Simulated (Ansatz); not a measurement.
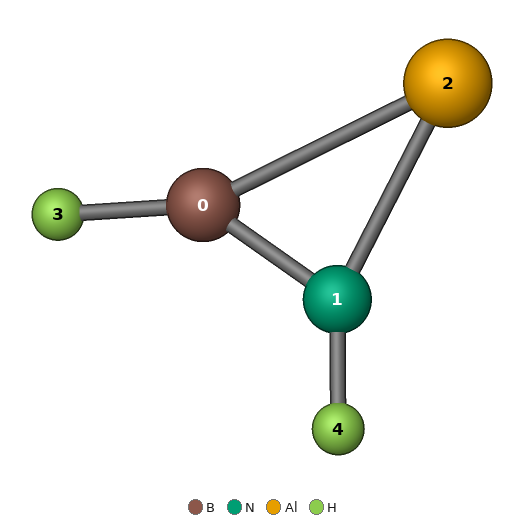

Starting geometry of the run. Atoms are numbered from 0, in the order of the input.

Input file:

```yaml
crystal:
  periodic: [false, false, false]
  atoms:
    - {symbol: B, position_ang: [-0.530986, -0.441555, -0.153103]}
    - {symbol: N, position_ang: [0.425732, 0.510749, 0.082779]}
    - {symbol: Al, position_ang: [1.352629, -0.950750, 0.919398]}
    - {symbol: H, position_ang: [-1.618902, -0.619484, -0.652155]}
    - {symbol: H, position_ang: [0.371527, 1.501040, -0.196919]}
basis:
  gaussian: {orbitals: def2-TZVP}
magnetization: {spin_polarized: true, initial_magnetization: 1}
hamiltonian: {xc: pbe0, dispersion: d4}
relax: {f_tol: 0.005, max_steps: 200}
```

Command:

```sh
ansatz run in.yaml --threads 2 --pin off --events-out ev --progress --plain --max-ram 4352MiB
```

What the program printed (its end):

```
mean field -8790.20142645 eV, -323.0339442094 hartree, gradient 1.9e-5 eV, S^2 0.772960; 1 other end points of the search recorded, 0 dependent functions left out
the calculation of the forces begins
reference -8790.20145451 eV, -323.0339452406 hartree; 14, 13 occupied and 97, 98 virtual orbitals, 691 factors
Total energy: -8790.27070901 eV, -323.0364902967 hartree
Atom 0 at    -0.541199    -0.441895    -0.158137 Å, force     0.001949     0.002529     0.000041 eV/Å
Atom 1 at     0.414853     0.491074     0.082260 Å, force    -0.002147    -0.002887     0.000224 eV/Å
Atom 2 at     1.357814    -0.916182     0.913206 Å, force    -0.001050     0.000577    -0.000760 eV/Å
Atom 3 at    -1.610162    -0.601763    -0.652283 Å, force     0.000258    -0.001112     0.000514 eV/Å
Atom 4 at     0.378695     1.468766    -0.185046 Å, force     0.000990     0.000893    -0.000020 eV/Å
Dipole moment:    -0.059985     0.341028    -0.116946 e Å
```
